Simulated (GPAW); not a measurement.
The Na K edge of atom 3 in Na2MoO4 (Fd-3m), with 6 O at 2.40 Å (octahedral, site symmetry -3m), was computed in 3 ways: full core hole (charged cell), half core hole and no core hole. Program and functional: GPAW, LDA, Gaussian full width 0.9 eV up to 4 eV, rising linearly to 3.5 eV at 25 eV; cells of 14 atoms.

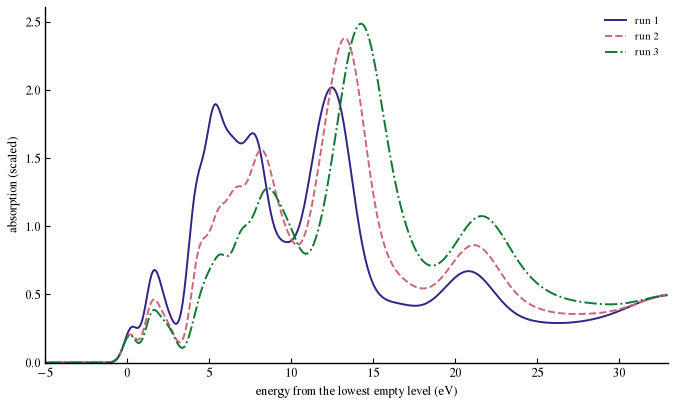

Each run is counted from its own lowest empty level or Fermi level and scaled to a mean of 1 over its first 20 eV.

Q: Which run is which?

Run 1: full core hole (charged cell) (area from −2 to 6 eV 5.2, main maxima 1.7 eV (0.68), 5.4 eV (1.90), 7.7 eV (1.68) and 12.5 eV (2.02)). Run 2: half core hole (area from −2 to 6 eV 3.1, main maxima 1.7 eV (0.46), 8.2 eV (1.56), 13.3 eV (2.38) and 21.2 eV (0.86)). Run 3: no core hole (area from −2 to 6 eV 2.3, main maxima 0.2 eV (0.20), 1.7 eV (0.39), 8.6 eV (1.28), 14.3 eV (2.49) and 21.6 eV (1.07)). With each curve scaled to its own mean, the area from −2 to 6 eV with the hole is 5.2 against 2.3, and the centre of weight from −1 to 20 eV moves by -2.5 eV: the hole pulls the absorber's empty states down.

[Hosts, paths, dates, database ids (printed as entryN), source tags and the programs' standing remarks are cut or masked in the printed files.]

[Lists of maxima count a maximum above −3 eV only where it reaches 4 % of the highest in the window and stands out from its surroundings by 2 % of it (1.5 % where it reaches 55 %); shoulders and weaker maxima are passed over, and of the rest the first, up to two pre-edge ones and the few strongest are named.]
